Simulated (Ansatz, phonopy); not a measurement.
# How NaI (Fm-3m) expands on warming, part 4 of 5

How much does NaI expand with temperature?

Experimental results on record:
- volume expansion coefficient 135 1e-6/K near room temperature (given in “Descriptors for thermal expansion in solids”, 2017, arXiv:1701.03966)

Ansatz 0.2.0; DFT LDA, scalar-relativistic, plane waves, PAW.

So far, principal linear expansion coefficients at 298 K (× 1e-6/K): step 7 (the quasi-harmonic study, cutoff 550 eV, k-mesh 8×8×8) 46.5.

## 9. The quasi-harmonic study, cutoff 487.2 eV, k-mesh 12×12×12

The study relaxes the crystal at several strains, solves the phonons on some of them and minimises the free energy at each temperature (static energy, vibrations, the electrons in a metal, and PV under a set pressure); the q-mesh sets how far the force constants reach.

This step: DFT LDA, scalar-relativistic, plane waves, PAW (Ansatz 0.2.0).

Input file input.yaml:

```yaml
crystal:
  lattice:
    - [0.0, 3.1298713051, 3.1298713051]
    - [3.1298713051, 0.0, 3.1298713051]
    - [3.1298713051, 3.1298713051, 0.0]
  atoms:
    - { symbol: Na, position: [0.0, 0.0, 0.0] }
    - { symbol: I, position: [0.5, 0.5, 0.5] }
kpoints:
  mp_grid: { grid: [12, 12, 12] }
hamiltonian:
  xc: lda
scf:
  occupations: { method: fixed }
output:
  eigenvalues: true
phonons:
  method: dfpt
  qmesh: [4, 4, 4]
  temperatures: { t_max: 500.0, t_step: 25 }
  thermal_expansion: {}
```

Run with:

```bash
$ ansatz run input.yaml --threads 4 --pin off --max-ram 16384MiB --backend cpu --events-out ev --progress --plain --runs-dir out
```

Numbers of over 12 decimals in the logs are rounded to 6 here.

Output:

```text
[...]
Crystal: 2 atoms, lattice volume = 61.321 Å³
Basis set: ecut = 487.2 eV, 1459 PW (Γ), exchange–correlation on 64×64×64 points (8 copies of the dense FFT grid, shifted against one another)
Bands: 17, of which v1, the nominal top of the filled ones, is band 13 counted from 1 (12 counted from 0)
Symmetry: 48 space group operations
[...]
k-points: 72 of 1728
[...]
SCF iter   1: F=—  HF=-8825.018186 eV  |F-HF|=—  |Δ(HF+E_count)|=         —  Δρ=5.76e-3  dr2=7.78e-3  ethr=1.77e-3  ⟨swp⟩=5.1  Hψ=5505  notcnv=0  defer=137
[...]
SCF iter   9: F=-8825.012610 eV  HF=-8825.012610 eV  |F-HF|=0.00e0  |Δ(HF+E_count)|=  9.09e-12  Δρ=1.39e-8  dr2=2.36e-13  ethr=1.00e-12  ⟨swp⟩=8.6  Hψ=6536  notcnv=0
SCF 1 converged in 9 iterations: F = -8825.012610 eV  dr2 = 2.36e-13
[...]
relax step   1: F+E_penalty+E_count = -8825.01261026 eV  Δ(F+E_penalty+E_count) = +0.000e0 eV  max|allowed force component| = 3.524e-29 eV/Å  Δτ_max = 0.0000 Å  (9 SCF iters, accepted)
SCF converged after 9 iterations
Free energy (F): -8825.012610 eV
[...]
Internal energy: -8825.012610 eV  (E = F + TS)
E sigma→0 (E₀):  -8825.012610 eV
Fermi energy:    3.750878 eV
[...]
--- Stress (GPa, compression-positive) ---
        0.000089       0.000000       0.000000
        0.000000       0.000089      -0.000000
        0.000000      -0.000000       0.000089
  P = ⅓ Tr σ = 0.0001 GPa (0.001 kbar)
--- Band table (eV; the first three rows and the last of 72) ---
  k-point 0: bands = [... 9 lower, -7.6560, 3.7509, 3.7509, 3.7509, 7.3709, 11.5875, 11.5875, 11.5875]
  k-point 1: bands = [... 9 lower, -7.6304, 3.4703, 3.7247, 3.7247, 7.6667, 11.3610, 11.6782, 11.6782]
  k-point 2: bands = [... 9 lower, -7.5585, 2.8521, 3.6551, 3.6551, 8.2628, 11.1071, 11.8204, 11.8204]
  k-point 71: bands = [... 9 lower, -7.1233, 2.0314, 2.0314, 2.5993, 9.6249, 11.2152, 11.2152, 11.7116]
── thermal expansion: 3 new cells, 3 in all ──
thermal expansion: relaxation of cell 2
thermal expansion: relaxation of cell 3
── thermal expansion: 2 new cells, 5 in all ──
thermal expansion: relaxation of cell 4
thermal expansion: lower-state search of cell 4
thermal expansion: phonons of cell 4
thermal expansion: relaxation of cell 5
thermal expansion: phonons of cell 5
── thermal expansion: 7 new cells, 12 in all ──
thermal expansion: relaxation of cell 6
thermal expansion: relaxation of cell 7
thermal expansion: relaxation of cell 8
thermal expansion: relaxation of cell 9
thermal expansion: relaxation of cell 10
thermal expansion: relaxation of cell 11
thermal expansion: relaxation of cell 12
thermal expansion: phonons of cell 6
thermal expansion: phonons of cell 7
thermal expansion: phonons of cell 8
thermal expansion: phonons of cell 9
--- Relaxed structure (1 steps of the walk, 1 accepted, 0 SCFs on fresh bases) ---
  F+E_penalty+E_count = -8825.01261026 eV   max|allowed force component| = 3.524e-29 eV/Å
  atoms:
    - { symbol: Na, position: [0.0, 0.0, 0.0] }
    - { symbol: I, position: [0.5, 0.5, 0.5] }
--- Thermal expansion: 12 cells in 3 rounds, 0 GPa ---
  no lower state was reached at cell 4
  without vibrations: a 4.42632, b 4.42632, c 4.42632 Å, V 61.3215 Å³, B 20.77 GPa
  at 0 K: a 4.43933, b 4.43933, c 4.43933 Å, V 61.8640 Å³, B 20.21 GPa
  zero-point expansion: a +0.294, b +0.294, c +0.294, V +0.885 %
[...]
0.00    4.43933    4.43933    4.43933    61.8640 |    0.00    0.00    0.00    0.00 |   97.55 |     0.000     0.000 |    20.21    20.21
    50.00    4.44108    4.44108    4.44108    61.9369 |   19.54   19.54   19.54   58.61 |  112.60 |    28.460    28.332 |    20.01    20.10
   100.00    4.44715    4.44715    4.44715    62.1914 |   32.79   32.79   32.79   98.36 |  120.85 |    42.669    41.964 |    19.45    19.78
   150.00    4.45510    4.45510    4.45510    62.5254 |   38.03   38.03   38.03  114.10 |  126.26 |    47.489    46.106 |    18.81    19.38
   200.00    4.46395    4.46395    4.46395    62.8990 |   41.25   41.25   41.25  123.75 |  130.83 |    49.843    47.738 |    18.14    18.94
   250.00    4.47347    4.47347    4.47347    63.3024 |   43.94   43.94   43.94  131.83 |  135.22 |    51.412    48.525 |    17.43    18.47
   298.15    4.48323    4.48323    4.48323    63.7172 |   46.52   46.52   46.52  139.55 |       - |    52.670    48.946 |    16.71    17.99
   325.00    4.48892    4.48892    4.48892    63.9603 |   48.03   48.03   48.03  144.08 |  142.06 |    53.340    49.105 |    16.30    17.70
   375.00    4.50005    4.50005    4.50005    64.4373 |   51.11   51.11   51.11  153.33 |  147.04 |    54.613    49.315 |    15.49    17.15
   425.00    4.51196    4.51196    4.51196    64.9502 |   54.71   54.71   54.71  164.13 |  152.55 |    56.004    49.454 |    14.63    16.56
   475.00    4.52479    4.52479    4.52479    65.5061 |   59.08   59.08   59.08  177.23 |  158.75 |    57.613    49.552 |    13.70    15.92
   500.00    4.53163    4.53163    4.53163    65.8032 |   61.66   61.66   61.66  184.97 |  162.19 |    58.539    49.590 |    13.20    15.58
[...]
vibrations' free energy: its fit leaves 0.0000 meV an atom at the most
  the electrons' free energy at temperature is not in it: every band gap is over 0.52 eV
  free energies summed between the sampled wave vectors
[...]
the FFT grids of the static calculations differ: 32 × 32 × 32, 36 × 36 × 36
  band gaps on the cells' k-points are 3.305 to 3.716 eV
```

The job ended after 51 min (4 threads of Arm Neoverse V2, shared host; peak memory 4.3 GiB).

This step gave:

```yaml
pressure: 8.90e-5 GPa
volume_expansion_coefficient_at_298_k: 139.6 1e-6/K
c_p_at_298_k: 26.34 J/mol-atom/K
principal_linear_expansion_coefficients_at_298_k: 46.52, 46.52, 46.52 1e-6/K
```

Strained cells of the study; zero-point energy where phonons were solved; the pressures are stresses at a fixed cutoff and can carry an offset from the finite basis. Expansion cells, by row:

```csv
cell,|a| (Å),|b| (Å),|c| (Å),V (Å³/atom),E - E_lowest (meV/atom),"pressure, compression positive (GPa)",gap (eV),zero-point energy (meV/atom)
1,4.426,4.426,4.426,30.66,0,-0.01,3.62,-
2,4.462,4.462,4.462,31.4,1.111,-0.478,3.547,-
3,4.391,4.391,4.391,29.94,1.163,0.516,3.697,-
4,4.427,4.427,4.427,30.67,0,-0.015,3.619,18.09
5,4.449,4.449,4.449,31.13,0.455,-0.315,3.573,17.57
6,4.479,4.479,4.479,31.76,2.383,-0.682,3.513,16.89
7,4.505,4.505,4.505,32.32,5.25,-0.974,3.462,16.3
8,4.531,4.531,4.531,32.89,9.161,-1.241,3.414,15.71
9,4.557,4.557,4.557,33.47,14.06,-1.484,3.367,15.13
10,4.383,4.383,4.383,29.76,1.798,0.651,3.716,-
11,4.405,4.405,4.405,30.21,0.436,0.306,3.667,-
12,4.594,4.594,4.594,34.28,22.29,-1.782,3.305,-
```

Quasi-harmonic; a, b, c are the run's own cell vectors. Expansion, by row:

```csv
T (K),a (Å),b (Å),c (Å),alpha (deg),beta (deg),gamma (deg),cell volume (Å³/cell),alpha_a (1e-6/K),alpha_b (1e-6/K),alpha_c (1e-6/K),alpha_V (1e-6/K),C_P (J/mol-atom/K),C_V (J/mol-atom/K),S (J/mol-atom/K),B_T (GPa),B_S (GPa),Grueneisen,extrapolation,fit error (1e-6/K)
0,4.439,4.439,4.439,60,60,60,61.86,0,0,0,0,0,0,0,20.21,20.21,-,0,0
25,4.44,4.44,4.44,60,60,60,61.87,7.12,7.12,7.12,21.36,6.437,6.432,3.006,20.18,20.19,1.248,0,0
50,4.441,4.441,4.441,60,60,60,61.94,19.54,19.54,19.54,58.61,14.23,14.17,10.04,20.01,20.1,1.544,0,0.01
75,4.444,4.444,4.444,60,60,60,62.05,27.92,27.92,27.92,83.77,18.83,18.63,16.78,19.75,19.95,1.659,0,0.01
100,4.447,4.447,4.447,60,60,60,62.19,32.79,32.79,32.79,98.36,21.34,20.98,22.57,19.45,19.78,1.707,0,0.02
125,4.451,4.451,4.451,60,60,60,62.35,35.85,35.85,35.85,107.6,22.8,22.28,27.5,19.14,19.58,1.734,0,0.02
150,4.455,4.455,4.455,60,60,60,62.53,38.03,38.03,38.03,114.1,23.74,23.05,31.75,18.81,19.38,1.753,0,0.02
175,4.459,4.459,4.459,60,60,60,62.71,39.76,39.76,39.76,119.3,24.41,23.54,35.46,18.48,19.16,1.768,0,0.03
200,4.464,4.464,4.464,60,60,60,62.9,41.25,41.25,41.25,123.8,24.92,23.87,38.76,18.14,18.94,1.781,0,0.03
225,4.469,4.469,4.469,60,60,60,63.1,42.62,42.62,42.62,127.9,25.34,24.1,41.72,17.79,18.7,1.793,0,0.04
250,4.473,4.473,4.473,60,60,60,63.3,43.94,43.94,43.94,131.8,25.71,24.26,44.41,17.43,18.47,1.805,0,0.04
275,4.478,4.478,4.478,60,60,60,63.51,45.27,45.27,45.27,135.8,26.04,24.39,46.87,17.06,18.22,1.817,0,0.05
298.1,4.483,4.483,4.483,60,60,60,63.72,46.52,46.52,46.52,139.6,26.34,24.47,48.99,16.71,17.99,1.828,0,0.05
300,4.484,4.484,4.484,60,60,60,63.73,46.62,46.62,46.62,139.8,26.36,24.48,49.15,16.69,17.97,1.829,0,0.05
325,4.489,4.489,4.489,60,60,60,63.96,48.03,48.03,48.03,144.1,26.67,24.55,51.27,16.3,17.7,1.842,0,0.05
350,4.494,4.494,4.494,60,60,60,64.19,49.52,49.52,49.52,148.6,26.98,24.61,53.26,15.9,17.43,1.855,0,0.06
375,4.5,4.5,4.5,60,60,60,64.44,51.11,51.11,51.11,153.3,27.31,24.66,55.13,15.49,17.15,1.869,0,0.06
400,4.506,4.506,4.506,60,60,60,64.69,52.83,52.83,52.83,158.5,27.64,24.7,56.91,15.07,16.86,1.883,0,0.07
425,4.512,4.512,4.512,60,60,60,64.95,54.71,54.71,54.71,164.1,28,24.73,58.59,14.63,16.56,1.899,0,0.07
450,4.518,4.518,4.518,60,60,60,65.22,56.78,56.78,56.78,170.3,28.39,24.75,60.2,14.17,16.25,1.915,0,0.07
475,4.525,4.525,4.525,60,60,60,65.51,59.08,59.08,59.08,177.2,28.81,24.78,61.75,13.7,15.92,1.932,0,0.07
500,4.532,4.532,4.532,60,60,60,65.8,61.66,61.66,61.66,185,29.27,24.8,63.24,13.2,15.58,1.951,0,0.09
```

Expansion coefficient against temperature; values in 1e-6/K:

```csv
temperature (K),volume,principal 1
0,0,0
25,21.4,7.12
50,58.6,19.5
75,83.8,27.9
100,98.4,32.8
125,108,35.9
150,114,38.0
175,119,39.8
200,124,41.2
225,128,42.6
250,132,43.9
275,136,45.3
298,140,46.5
300,140,46.6
325,144,48.0
350,149,49.5
375,153,51.1
400,158,52.8
425,164,54.7
450,170,56.8
475,177,59.1
500,185,61.7
```

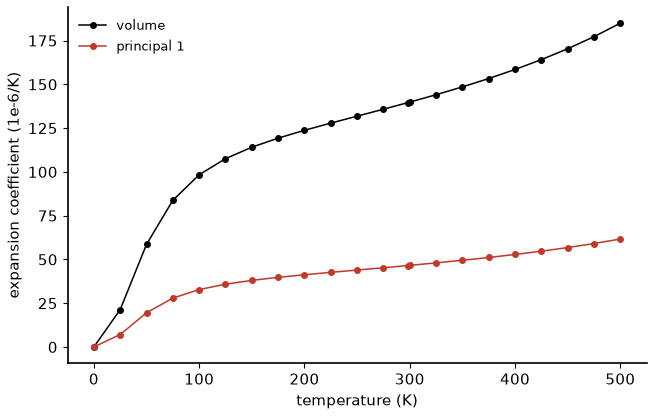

Expansion coefficient against temperature.

Changing the k-mesh (8×8×8 → 12×12×12) and the cutoff (550 → 487.2 eV) takes the volume expansion at 298 K from 140 to 140 × 10⁻⁶/K and B_T from 16.7 to 16.7 GPa.

## 10. Free-energy fit

This step: DFT LDA, scalar-relativistic, plane waves, PAW (phonopy 4.10.0).

This step gave:

* isothermal bulk modulus at 300 K: 16.66 GPa
* C_P at 300 K: 26.39 J/mol-atom/K

Table of energy (each curve on its own zero) by volume; values in meV/atom:

```csv
volume (Å³/atom),static,F at 0 K,F at 300 K,F at 500 K
30.67,0,1.47,6.24,10.3
31.13,0.45,1.41,4.62,7.31
31.76,2.38,2.66,3.71,4.57
32.32,5.25,4.93,4.02,3.23
32.89,9.16,8.26,5.28,2.78
33.47,14.1,12.6,7.44,3.16
```

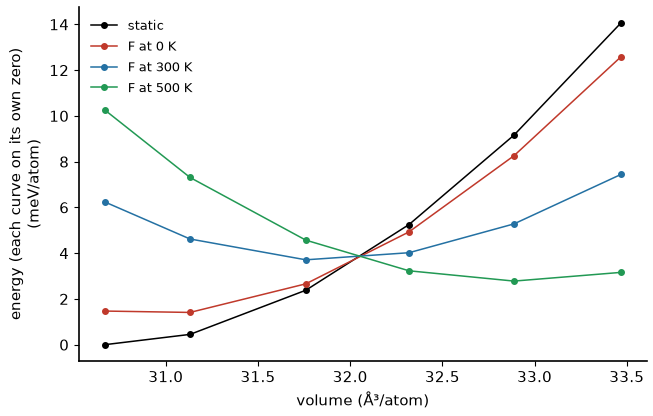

Energy (each curve on its own zero), plotted against volume.

Phonopy-qha, vinet fit of F(V) at each temperature. Qha vinet, by row:

```csv
T (K),fitted volume (Å³/atom),alpha_V (1e-6/K),B_T (GPa),C_P (J/mol-atom/K),Grueneisen
75,31.02,82.04,19.75,18.81,1.624
100,31.1,97.46,19.45,21.39,1.692
125,31.18,107.1,19.14,22.87,1.727
150,31.26,113.8,18.82,23.81,1.749
175,31.35,119.1,18.48,24.47,1.765
200,31.45,123.6,18.14,24.97,1.779
225,31.55,127.8,17.78,25.38,1.792
250,31.65,131.9,17.42,25.74,1.804
275,31.76,135.9,17.05,26.07,1.817
300,31.87,140,16.66,26.39,1.829
325,31.98,144.3,16.27,26.7,1.842
350,32.1,148.9,15.87,27.01,1.856
375,32.22,153.7,15.46,27.33,1.87
400,32.35,158.9,15.04,27.67,1.885
425,32.48,164.5,14.61,28.02,1.901
450,32.61,170.6,14.17,28.41,1.917
475,32.75,177.2,13.72,28.82,1.935
```

Table of volume expansion coefficient by temperature; values in 1e-6/K:

```csv
temperature (K),"phonopy-qha, Vinet",Ansatz's own study
75,82.0,83.8
100,97.5,98.4
125,107,108
150,114,114
175,119,119
200,124,124
225,128,128
250,132,132
275,136,136
300,140,140
325,144,144
350,149,149
375,154,153
400,159,158
425,164,164
450,171,170
475,177,177
```

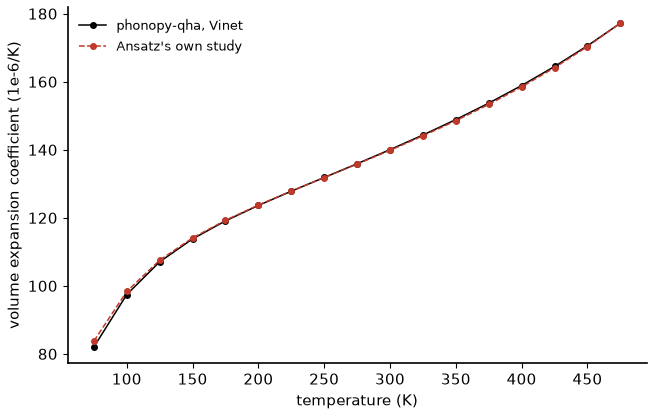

Volume expansion coefficient, plotted against temperature.

The fit gives a volume expansion of 140 × 10⁻⁶/K at 300 K, against 140 at 298 K from the study itself, whose static fit uses more cells.

(Continued in part 5 of 5.)

[Logs are printed without paths, hosts, clocks, repeated set-up lines and the standing remarks that a program may print on its own settings, such as how far it seeks lower states.]

[Hosts, paths, dates, database ids (printed as entryN), source tags and the programs' standing remarks are cut or masked in the printed files.]

[A step with changed settings may run another functional than the one named; its input shows which.]
